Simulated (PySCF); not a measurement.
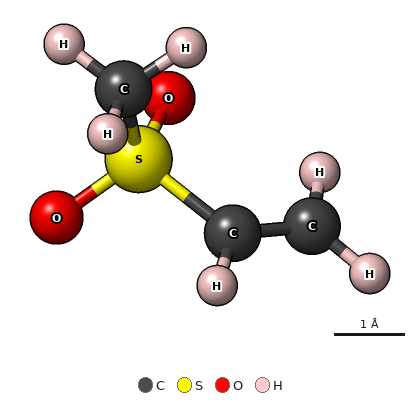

The structure (ball-and-stick view, seen at a tilt). Bond lengths as drawn: C–C 1.33 Å, C–H 1.09 to 1.10 Å, C–S 1.78 Å and O–S 1.46 Å.

# NMR shielding calculation, with input and output: C3H6O2S

The run: NMR shielding calculation of C3H6O2S, SMILES C=CS(C)(=O)=O. Method and program: GIAO KT3/pcSseg-1 NMR shielding, non-relativistic, gas phase (PySCF 2.14.0).

The geometry comes from this level: PBE0-D3(BJ)/def2-SVP. Figures and captions count atoms from 1; the log counts them from 0 in places.

What the program printed:
```
coarse grid: 10776 points
cycle   1  E = -672.7226156955  dE =  1.263e+00  |g| = 1.275e+00  |ddm| = 3.340e+00
cycle   2  E = -670.7671393968  dE =  1.955e+00  |g| = 3.255e+00  |ddm| = 5.026e+00
cycle   3  E = -672.9885901284  dE = -2.221e+00  |g| = 4.075e-01  |ddm| = 4.424e+00
cycle   4  E = -673.0259958976  dE = -3.741e-02  |g| = 1.984e-01  |ddm| = 6.031e-01
cycle   5  E = -673.0343516341  dE = -8.356e-03  |g| = 7.778e-02  |ddm| = 1.843e-01
cycle   6  E = -673.0357312640  dE = -1.380e-03  |g| = 2.521e-02  |ddm| = 7.435e-02
cycle   7  E = -673.0358709167  dE = -1.397e-04  |g| = 7.017e-03  |ddm| = 2.482e-02
cycle   8  E = -673.0358799338  dE = -9.017e-06  |g| = 3.211e-03  |ddm| = 9.406e-03
cycle   9  E = -673.0358819481  dE = -2.014e-06  |g| = 1.082e-03  |ddm| = 3.617e-03
final grid: 100024 points
cycle  10  E = -673.1357223571  dE = -1.497e-04  |g| = 2.162e-02  |ddm| = 4.993e-02
cycle  11  E = -673.1354065180  dE =  3.158e-04  |g| = 4.592e-02  |ddm| = 5.809e-02
cycle  12  E = -673.1357893444  dE = -3.828e-04  |g| = 5.879e-03  |ddm| = 4.527e-02
cycle  13  E = -673.1357966404  dE = -7.296e-06  |g| = 2.101e-03  |ddm| = 6.311e-03
cycle  14  E = -673.1357976808  dE = -1.040e-06  |g| = 8.160e-04  |ddm| = 2.305e-03
cycle  15  E = -673.1357978423  dE = -1.615e-07  |g| = 1.835e-04  |ddm| = 7.403e-04
cycle  16  E = -673.1357978485  dE = -6.162e-09  |g| = 5.977e-05  |ddm| = 1.935e-04
cycle  17  E = -673.1357978492  dE = -7.151e-10  |g| = 1.240e-05  |ddm| = 5.446e-05
```

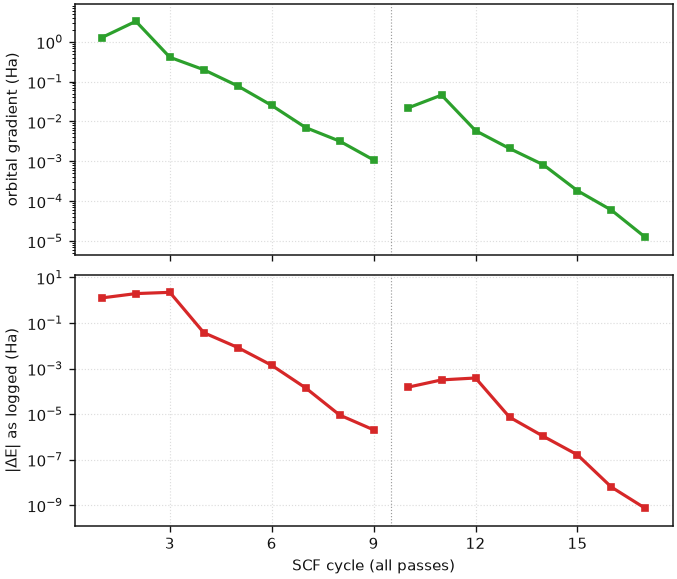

Convergence of the self-consistent field: orbital gradient and size of the energy change against the SCF cycle. The dotted line marks the change from a coarse to the final integration grid. The first 9 cycles use a coarse grid, the final grid takes over at cycle 10, and the field converges after 17 cycles in all.

```
converged SCF energy = -673.1357978492

GIAO shielding tensors (ppm)
atom      isotropic    diamagn.    paramagn.     s11        s22        s33       span
  0 C       59.609     254.392    -194.783    -47.304     55.242    170.889    218.193
  1 C       45.888     264.225    -218.337    -47.380     68.351    116.693    164.072
  2 S      242.670    1054.329    -811.659     72.456    233.192    422.363    349.907
  3 C      138.248     256.290    -118.042    110.954    122.008    181.784     70.830
  4 O      129.499     401.184    -271.685     79.384    112.672    196.441    117.057
  5 O      108.106     399.460    -291.353     55.964     83.450    184.904    128.940
  6 H       25.360      28.718      -3.358     23.014     24.932     28.134      5.120
  7 H       24.929      31.236      -6.307     21.755     23.810     29.221      7.466
  8 H       24.895      32.891      -7.996     23.193     24.341     27.151      3.957
  9 H       28.763      31.161      -2.398     25.923     27.111     33.253      7.331
 10 H       28.994      31.444      -2.450     25.898     27.484     33.602      7.704
 11 H       28.531      28.595      -0.064     26.321     26.755     32.518      6.197
```

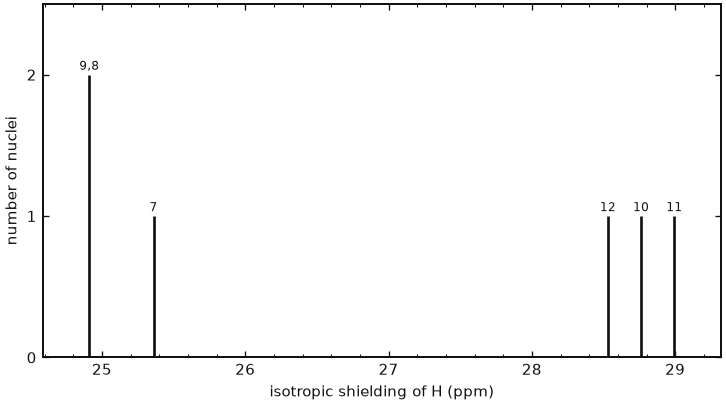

Isotropic shieldings of the hydrogen nuclei in this fixed geometry, labelled by atom number; shielding grows to the right, so chemical shift grows to the left. The least shielded is H9 (24.9 ppm), the most shielded H11 (29.0 ppm).

This output came from the following input.

Input:
```
{"job": {"kind": "nmr", "xc": "KT3", "basis": "pcSseg-1", "pop": false}, "charge": 0, "multiplicity": 1}
C      1.977629    -0.079111     0.753288
C      1.090102     0.190571    -0.197816
S     -0.551094     0.697877     0.260440
C     -1.587729    -0.631233    -0.324851
O     -0.635727     0.710895     1.718810
O     -0.866988     1.885366    -0.526635
H      3.014275    -0.329007     0.511915
H      1.675832    -0.037455     1.804678
H      1.295812     0.203890    -1.272115
H     -1.472371    -0.734252    -1.411303
H     -1.326019    -1.555054     0.205726
H     -2.613723    -0.322488    -0.080843
```

The first line tells a small driver script what to run in PySCF; the rest is the geometry in Å.

Run as:
```bash
OMP_NUM_THREADS=1 python <driver script> task.json out
```

Key numbers:

```csv
quantity,value
outcome,converged
total energy,−673.135798 hartree
HOMO,−6.96 eV
LUMO,−2.12 eV
dipole moment,4.22 D
"isotropic shielding, C",45.9 to 138.2 ppm
"isotropic shielding, S",242.7 ppm
"isotropic shielding, O",108.1 to 129.5 ppm
"isotropic shielding, H",24.9 to 29.0 ppm
hardware,"1 CPU thread, shared host"
wall time,30 s
peak memory,0.59 GiB
```
